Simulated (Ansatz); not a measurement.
System: H3InS3.

Input

```
crystal:
  periodic: [false, false, false]
  atoms:
    - symbol: In
      position_ang: [0.008599, -0.009915, -0.006515]
    - symbol: S
      position_ang: [-2.123942, 0.453285, -1.000299]
    - symbol: S
      position_ang: [0.127422, -0.914770, 2.210924]
    - symbol: S
      position_ang: [2.022905, 0.431837, -1.230178]
    - symbol: H
      position_ang: [-2.804226, 0.029658, 0.088560]
    - symbol: H
      position_ang: [1.478962, -0.948463, 2.202278]
    - symbol: H
      position_ang: [1.351581, 0.890268, -2.310468]
basis:
  gaussian:
    orbitals: def2-TZVPD
magnetization:
  spin_polarized: false
hamiltonian:
  xc: {name: PBE0}
output:
  forces: true
  orbitals: {seedname: orbitals}
```

Run with:

```sh
ansatz run input.yaml --threads 2 --pin off --max-ram 5220MiB --events-out events.jsonl --progress --plain --runs-dir runs
```

Geometry: PBE0-D4/def2-SVP; core potentials replace the inner electrons of In.

The calculation used Ansatz 0.2.0, isolated molecule in a Gaussian basis; Kohn-Sham density functional theory, functional PBE0.

What will maps of the electron density and electron localisation function show?

Answer. In–S (2.40 Å): ρ at the midpoint is about 0.56 e/Å³; the ELF peaks at about 0.85 in the valence shell of S, 0.9 Å from its nucleus, and drops to about 0.20 between the two atoms.
S–H (1.35 Å): ρ is about 1.5 e/Å³ halfway; the ELF climbs to about 1 towards the hydrogen, as it does in any bond to H.

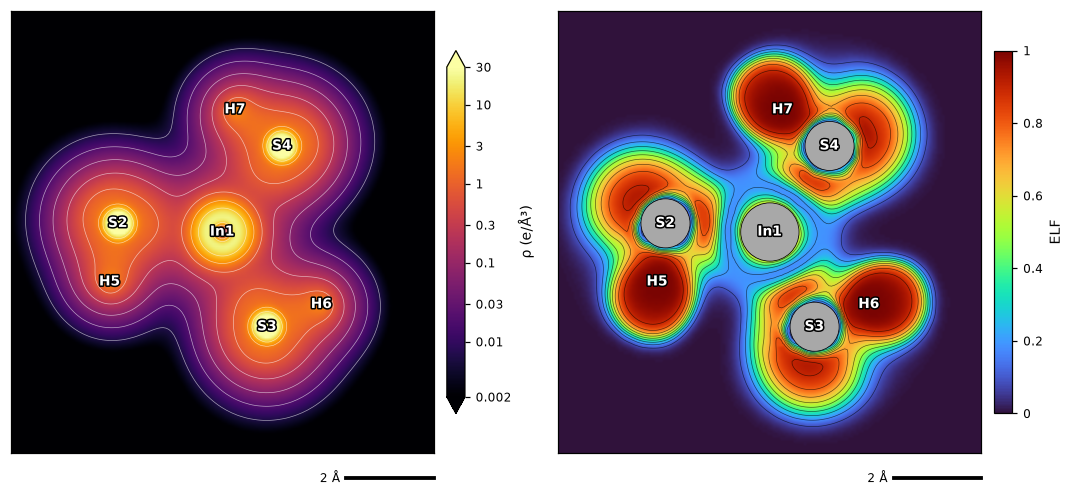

Computed electron density and electron localisation function on the molecular plane, in this order. Grey discs cover the atomic cores in the ELF map. 
